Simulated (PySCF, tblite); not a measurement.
**C4H4F3S radical: geometry, infrared bands and EPR parameters**

What infrared bands and EPR parameters should C4H4F3S radical (`FC(F)=C(F)CC[S]`) show?

Computed with tblite 0.8.0 and PySCF 2.14.0, with density-fitted response routines of our own, on a single molecule in the gas phase. Atoms are numbered from 0 throughout.

## (1) Starting geometry

12 atoms, charge 0, multiplicity 2; geometry from: force field or distance geometry start.

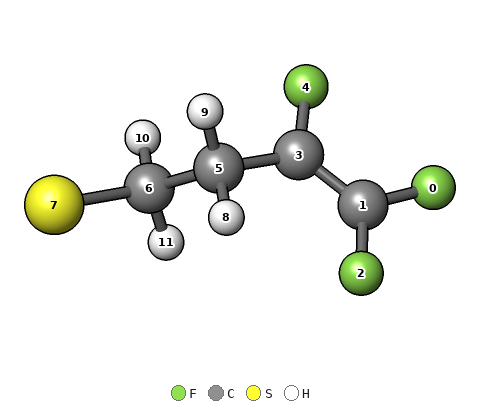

As it starts; fluorine green, carbon grey, sulfur yellow, hydrogen white, atoms numbered.

## (2) Optimising the geometry with GFN2-xTB

What the job is given:

```
{"job": {"kind": "relax", "xc": "GFN2-xTB", "basis": "xTB"}, "charge": 0, "multiplicity": 2}
F      3.082000     0.720200    -0.395100
C      1.980300    -0.035700    -0.161500
F      2.117700    -1.388100    -0.145600
C      0.806800     0.550800     0.083000
F      0.760500     1.896100     0.101600
C     -0.461900    -0.210300     0.389900
C     -1.478400    -0.050400    -0.745700
S     -2.986200    -1.006000    -0.330200
H     -0.227000    -1.273800     0.567100
H     -0.866900     0.179900     1.339500
H     -1.697800     1.011200    -0.886900
H     -1.028000    -0.394600    -1.680200
```

Command:

```
> OMP_NUM_THREADS=1 python probes_run.py task.json out
```

This one command runs all jobs of the session in turn.

Standard output:

```text
step      E/eV     max force
  0    -761.01725    1.542
  1    -761.09776    0.926
  2    -761.16688    0.663
  3    -761.18181    0.481
  4    -761.19689    0.547
  5    -761.20245    0.301
  6    -761.20725    0.182
  7    -761.20867    0.100
  8    -761.20957    0.068
  9    -761.21012    0.055
 10    -761.21041    0.046
 11    -761.21056    0.040
 12    -761.21068    0.031
 13    -761.21080    0.034
 14    -761.21091    0.029
 15    -761.21098    0.020
 16    -761.21104    0.019
 17    -761.21109    0.023
 18    -761.21115    0.026
 19    -761.21120    0.018
 20    -761.21124    0.017
 21    -761.21128    0.021
 22    -761.21134    0.028
 23    -761.21142    0.029
 24    -761.21149    0.021
 25    -761.21154    0.019
 26    -761.21157    0.015
 27    -761.21160    0.019
 28    -761.21162    0.016
 29    -761.21164    0.008
```

It took 0.28 s on 1 thread of Intel Xeon Platinum 8259CL at 2.50GHz, shared host.

Step by step:

```csv
step,energy from step 0 (eV),largest force (eV/Å)
0,0.0000,1.5425
1,-0.0805,0.9264
2,-0.1496,0.6633
3,-0.1646,0.4811
4,-0.1796,0.5471
5,-0.1852,0.3005
6,-0.1900,0.1817
7,-0.1914,0.1002
8,-0.1923,0.0679
9,-0.1929,0.0550
10,-0.1932,0.0458
11,-0.1933,0.0396
12,-0.1934,0.0313
13,-0.1935,0.0343
14,-0.1937,0.0294
15,-0.1937,0.0196
16,-0.1938,0.0191
17,-0.1938,0.0231
18,-0.1939,0.0263
19,-0.1939,0.0179
20,-0.1940,0.0175
21,-0.1940,0.0207
22,-0.1941,0.0283
23,-0.1942,0.0291
24,-0.1942,0.0214
25,-0.1943,0.0191
26,-0.1943,0.0151
27,-0.1943,0.0189
28,-0.1944,0.0158
29,-0.1944,0.0081
```

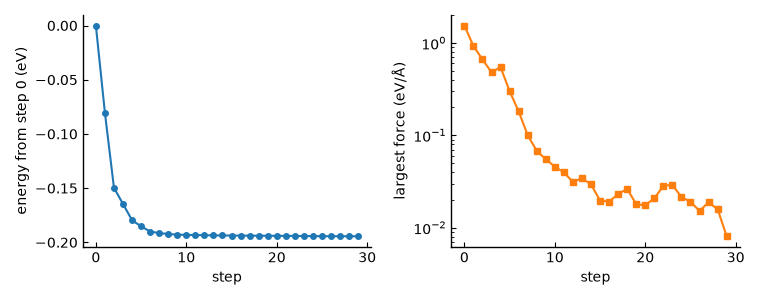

Energy and force, step by step.

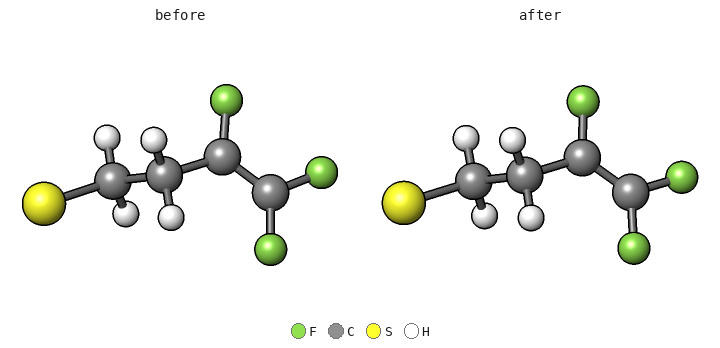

Before and after, at one scale.

Close pairs (by a distance rule), those that changed most:

```
  bond  before (Å)  after (Å)  change (Å)
 C6–S7       1.833      1.798      -0.035
 F0–C1       1.356      1.323      -0.034
 C1–F2       1.359      1.328      -0.031
 C3–C5       1.511      1.493      -0.018
 C5–H8       1.103      1.090      -0.013
 C5–H9       1.104      1.093      -0.011
 C1–C3       1.334      1.327      -0.007
C6–H10       1.093      1.091      -0.002
```

The next job starts from the end point, and lists it.

## (3) Infrared spectrum with GFN2-xTB

What the job is given:

```
{"job": {"kind": "ir", "xc": "GFN2-xTB", "basis": "xTB"}, "charge": 0, "multiplicity": 2}
F      3.103189     0.640611    -0.430945
C      1.986242    -0.011594    -0.154534
F      2.189763    -1.323869    -0.164877
C      0.806026     0.531790     0.116956
F      0.693090     1.874058     0.096470
C     -0.452895    -0.212113     0.417741
C     -1.459085    -0.047851    -0.727473
S     -2.982567    -0.942752    -0.396548
H     -0.224557    -1.267175     0.569148
H     -0.891003     0.190625     1.334233
H     -1.717784     1.003863    -0.862811
H     -1.049221    -0.436279    -1.661444
```

Standard output:

```text
mode    cm-1     km/mol
  1      40.3      0.50
  2      65.6      5.28
  3     100.1      2.54
  4     180.7      4.21
  5     208.9      9.08
  6     246.7      0.82
  7     324.8      3.97
  8     420.6     17.22
  9     456.8      7.09
 10     485.9      4.14
 11     553.0      3.09
 12     750.1      2.68
 13     758.1      1.93
 14     794.7     32.25
 15     925.6      8.68
 16    1026.9     26.56
 17    1046.4    106.24
 18    1132.9    139.12
 19    1202.2      3.02
 20    1207.3    233.83
 21    1217.7     31.00
 22    1241.4     64.30
 23    1301.4     15.42
 24    1412.8      3.75
 25    1442.8      5.54
 26    1778.9    118.25
 27    2963.5      0.91
 28    2972.4      2.32
 29    2981.9      5.84
 30    3015.2      4.69
```

Wall time 0.6 s (1 thread of Intel Xeon Platinum 8259CL at 2.50GHz, shared host).

Which atoms move in the most intense modes:

```csv
cm⁻¹,km/mol,atoms
795,32.2,"C6 26 %, C5 22 %, F4 10 %"
1027,26.6,"C6 41 %, C5 37 %"
1046,106.2,"H8 22 %, C3 14 %, H11 14 %, H10 10 %"
1133,139.1,"H9 21 %, C3 15 %, C1 14 %, C5 12 %"
1207,233.8,"C1 71 %, F2 13 %, F0 13 %"
1218,31.0,"C3 41 %, H9 17 %, H11 15 %"
1241,64.3,"H8 28 %, C3 27 %, H9 16 %"
1779,118.2,"C1 51 %, C3 45 %"
```

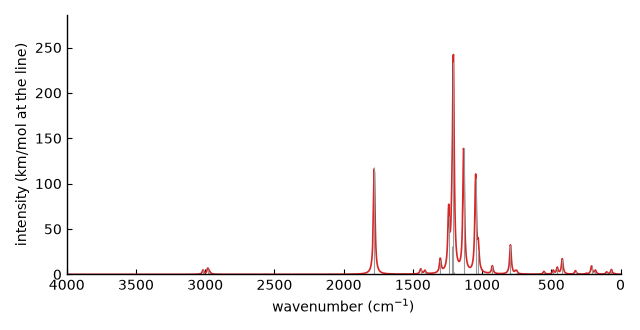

The infrared spectrum from these modes, unscaled. Lines are broadened to a width of 14 cm⁻¹ (Lorentzian).

## (4) EPR parameters: B3LYP/pcH-1

Settings changed since step 3:

```diff
@@ -1,2 +1,2 @@
-{"job": {"kind": "ir", "xc": "GFN2-xTB", "basis": "xTB"}, "charge": 0, "multiplicity": 2}
+{"job": {"kind": "epr", "basis": "pcH-1"}, "charge": 0, "multiplicity": 2}
 F      3.103189     0.640611    -0.430945
```

Method: UKS B3LYP, pcH-1 on C F H S, non-relativistic, mean-field spin-orbit, GIAO.

Standard output, cut to the lines that bear on the results:

```text
UKS, coarse grid
  cycle   1  E = -852.11453876  |g| = 7.42e-01
  cycle   2  E = -844.96728105  |g| = 2.99e+00
  cycle   3  E = -852.39512742  |g| = 5.64e-01
  cycle   4  E = -852.46638741  |g| = 2.39e-01
  cycle   5  E = -852.49142935  |g| = 8.99e-02
  cycle   6  E = -852.49653808  |g| = 3.94e-02
  cycle   7  E = -852.49731906  |g| = 1.52e-02
  cycle   8  E = -852.49743143  |g| = 4.77e-03
  cycle   9  E = -852.49746891  |g| = 2.80e-03
  cycle  10  E = -852.49749637  |g| = 1.96e-03
[... 7 cycles left out ...]
  cycle  18  E = -852.49809797  |g| = 2.36e-02
  cycle  19  E = -852.49838519  |g| = 1.08e-02
  cycle  20  E = -852.49838737  |g| = 9.70e-03
  cycle  21  E = -852.49839601  |g| = 9.31e-03
  cycle  22  E = -852.49835886  |g| = 2.00e-03
  cycle  23  E = -852.49845840  |g| = 1.48e-03
  cycle  24  E = -852.49854541  |g| = 2.37e-03
  cycle  25  E = -852.49857831  |g| = 5.50e-03
  cycle  26  E = -852.49860792  |g| = 2.66e-04
  cycle  27  E = -852.49861371  |g| = 7.43e-04
UKS, final grid
  cycle   1  E = -852.49857606  |g| = 2.91e-04
  cycle   2  E = -852.49857607  |g| = 3.66e-04
  cycle   3  E = -852.49857612  |g| = 6.88e-05
  cycle   4  E = -852.49857613  |g| = 4.49e-05
  cycle   5  E = -852.49857614  |g| = 3.27e-05
  cycle   6  E = -852.49857615  |g| = 2.92e-05
E = -852.49857615 Eh   <S^2> = 0.7527 (exact 0.7500)
g shifts (ppm)      1          2          3
  rmc          -218       -218       -218
  gc            -16         51         33
  oz_so         105      18531     567530
  total        -128      18370     567353
hyperfine (MHz)  atom isotope    a_iso     a_fc   dipolar eigenvalues
    0   19F       0.02       0.02     -0.85     -0.51      1.35
    1   13C      -0.00      -0.00     -0.36     -0.00      0.36
    2   19F       0.19       0.19     -0.97      0.12      0.85
    3   13C      -1.19      -1.19     -0.32     -0.21      0.53
    4   19F       2.56       2.56     -2.75     -2.27      5.02
    5   13C      -1.76      -1.76     -0.79     -0.65      1.45
    6   13C     -16.05     -16.05     -3.44     -1.83      5.27
    7   33S      15.58      15.58    -88.95    -87.95    176.91
    8    1H      -0.56      -0.56     -2.71     -2.53      5.24
    9    1H      -0.57      -0.57     -2.56     -2.33      4.89
   10    1H      90.77      90.77     -5.63     -2.10      7.72
   11    1H      67.30      67.30     -5.14     -2.43      7.57
```

Run time: 82 s. Hardware: 1 thread of Intel Xeon Platinum 8259CL at 2.50GHz, shared host; peak memory 0.89 GiB.

Principal g values 2.00219, 2.02069, 2.56967; g(iso) = 2.19752, against 2.00232 for a free electron. They are not to be trusted: the run shows nearly degenerate orbitals, where second-order g theory doesn't apply.

Mean a(iso) over the nuclei that a row names, and the largest dipolar term of the row (other rows stand at the frozen geometry):

| nuclei | isotope | a(iso) (MHz) | a(iso) (G, at g = 2.0023) | largest dipolar term (MHz) |
| --- | --- | --- | --- | --- |
| H10, H11 | 1H | 79.0 | 28.2 | 7.7 |
| C6 | 13C | -16.0 | -5.7 | 5.3 |
| S7 | 33S | 15.6 | 5.6 | 176.9 |
| F4 | 19F | 2.6 | 0.9 | 5.0 |
| C5 | 13C | -1.8 | -0.6 | 1.4 |
| C3 | 13C | -1.2 | -0.4 | 0.5 |
| H8, H9 | 1H | -0.6 | -0.2 | 5.2 |
| F2 | 19F | 0.2 | 0.1 | -1.0 |
| F0 | 19F | 0.0 | 0.0 | 1.4 |
| C1 | 13C | 0.0 | 0.0 | 0.4 |

Mulliken spin populations:

```csv
atom,value (e)
F0,0.00
C1,0.00
F2,0.00
C3,0.00
F4,0.00
C5,0.00
C6,-0.04
S7,0.98
H8,0.00
H9,0.00
H10,0.03
H11,0.02
```

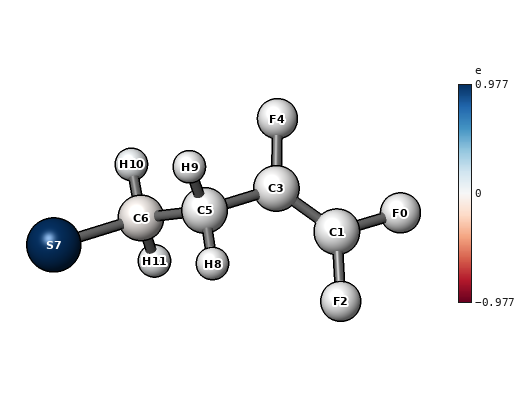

Mulliken spin populations, as colours on the atoms.

The fields below are evaluated on a grid from the run's orbitals.

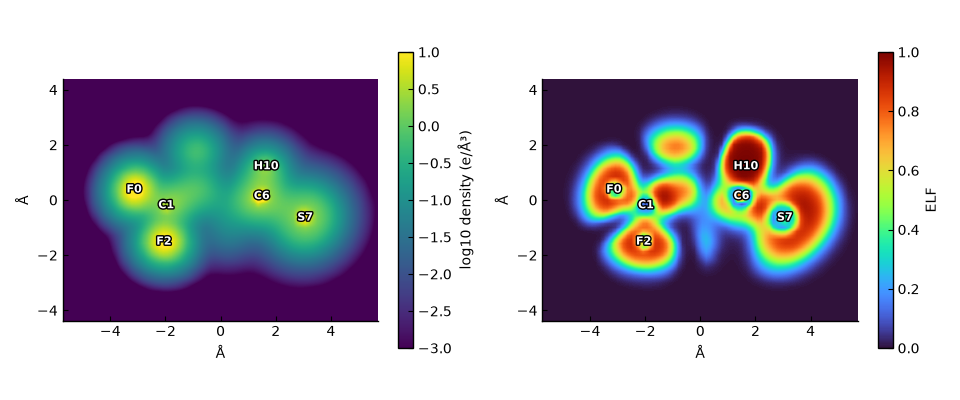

Density (left) and ELF (right) in a plane through or near 6 of the atoms.

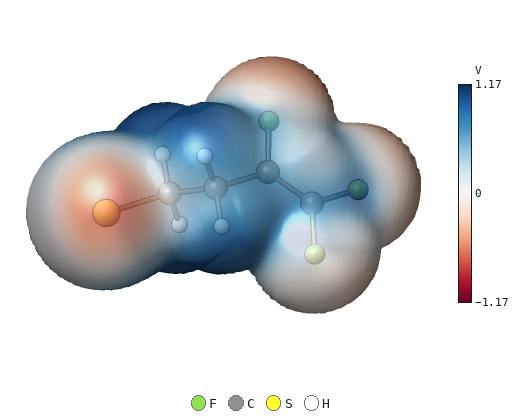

Electrostatic potential on the surface of density 0.002 e/bohr³; red is low, blue high. It runs from -0.73 V near S7 to 1.17 V near H11.

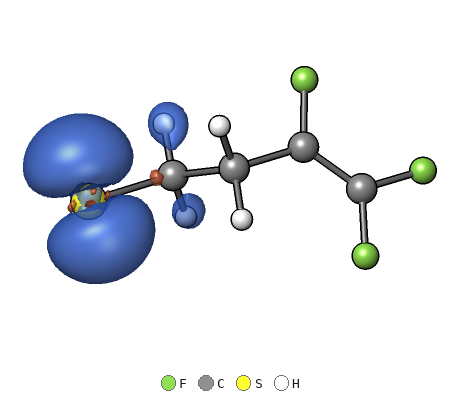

Spin density at ±0.03 e/Å³ (alpha excess blue, beta excess red).

## (5) Summary of results

```
                                                                  quantity                                            value
                                 strongest single infrared mode (GFN2-xTB)                            1207 cm⁻¹, 234 km/mol
                                              zero-point energy (GFN2-xTB)                                    46.1 kcal/mol
                                                            g(iso) (B3LYP)                                          2.19752
                                                                      ⟨S²⟩                               0.753 (exact 0.75)
                                        largest a(iso) (averaged by class)                         1H on H10, H11, 79.0 MHz
potential on the surface of density 0.002 e/bohr³, 1st and 99th percentile                               -0.73 V and 1.17 V
                                             property runs in this session  1, of which 0 failed and 1 gave unsound results
```

What this shows: Relaxing lowered the energy by 0.194 eV in 29 steps; the close pair that moved most is C6–S7, from 1.833 to 1.798 Å. All 30 modes are real, so the xTB geometry is a minimum. The strongest single mode, at 1207 cm⁻¹, moves mainly C1. GFN2-xTB is a fitted tight-binding method: band positions and strengths are rough. Its intensities can rank the bands wrongly. Most of the unpaired spin sits on S7 (0.98 e). The isotropic g lies 195.2 ppt above the free-electron value. These values are not to be trusted: the run shows nearly degenerate orbitals, where second-order g theory doesn't apply. These values are for one conformer; the search (at its own cheap level) found 2 more, at 1.03, 1.03 kcal/mol, and measured spectra average over such forms.
